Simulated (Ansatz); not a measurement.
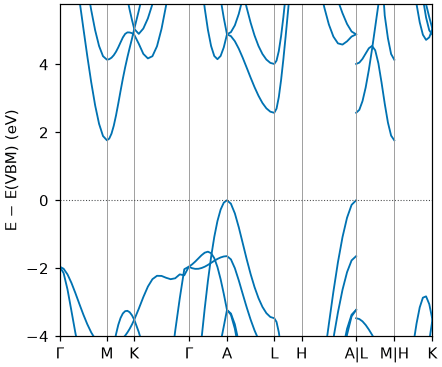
Band structure from PBEsol (plane waves, PAW; program Ansatz)

Question: Read off the gap and where the band edges lie.

Answer: About 1.8 eV (1.77 eV by a search for the band edges); maximum at A, minimum at M.

The material is C in space group P6_222 (No. 180; C on 3c).

The start of the workflow was typed in or built on a structure type; neither database checked (COD, Materials Project) lists it. It is not the phase usual at ambient conditions (space group No. 194, 227). Symmetry was held in the PBEsol relaxation; phonons on a q-mesh show no instability.

Potentials: the later of the program's two PAW sets.
